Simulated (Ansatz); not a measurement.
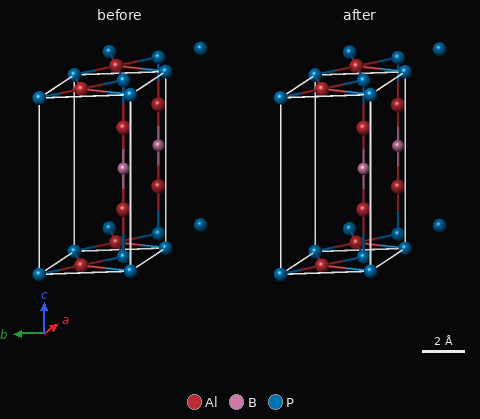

The structure of a crystal of Al$_{3}$BP$_{2}$ (a generated structure, set up in P-6m2) before (left) and after (right) a relaxation, at one scale.

A ball-and-stick model of the cell of the calculation, repeated 2 × 1 × 1 with one cell outlined, seen from a free direction.

Method: Ansatz 0.2.0, DFT PBE, scalar-relativistic, plane waves, PAW. (plane-wave cutoff 420 eV; k-point mesh 12 × 12 × 4; occupations gaussian; smearing width 0.1 eV; no spin polarisation; cell and atoms relaxed; force threshold 0.01 eV/Å; at most 80 steps)

Summarise the run.

Answer. The energy falls by 20.0 meV per cell of the calculation in 4 accepted moves (5 points after the start). The largest force component goes from 0.062 to 0.00032 eV/Å. Pressure: −1.06 GPa at the start and −0.01 GPa at the end. At 1 point the geometry stayed and the basis and grid were re-selected for the new cell (energy shift of 0.7 meV per cell of the calculation at most each time). The largest moves relative to the cell, 0.005 Å, are those of Al atoms. P and B stay in place. The drawn cell changes as follows: a = b 4.423 → 4.357 Å (−1.5 %), c 8.815 → 8.821 Å (+0.1 %); the volume changes by −2.9 %. Among the contacts that change: Al–P 2.554 → 2.516 Å, Al–P 2.364 → 2.370 Å. The space group stays P-6m2 (No. 187). The run took 110 s on 1 thread of Intel(R) Xeon(R) Processor @ 2.70GHz (shared host), peak memory 0.47 GiB.
